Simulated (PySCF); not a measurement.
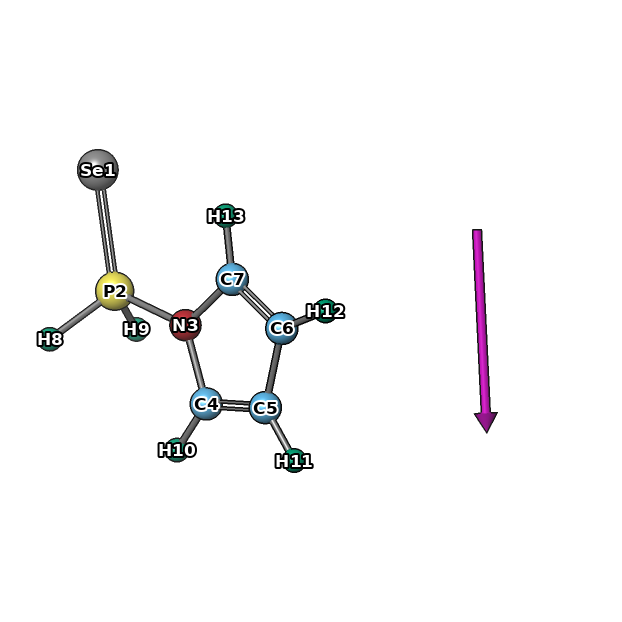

The arrow beside the molecule shows the direction of the dipole moment, from the negative to the positive end (its length means nothing). The computed structure is the end point of a GFN2-xTB optimisation. No frequency run is at hand to confirm it as a minimum. Method: CAM-B3LYP/def2-SVPD, gas phase (PySCF 2.14.0).

How large is the dipole moment?

Answer. 3.04 D; it points from the side of Se1 to the side of H11 (the outermost atoms at the two ends).

The geometry is semi-empirical. Around P, Se such bond lengths and angles can be off by a tenth of an ångström or more and by several degrees, and values that hang on the shape move with them.
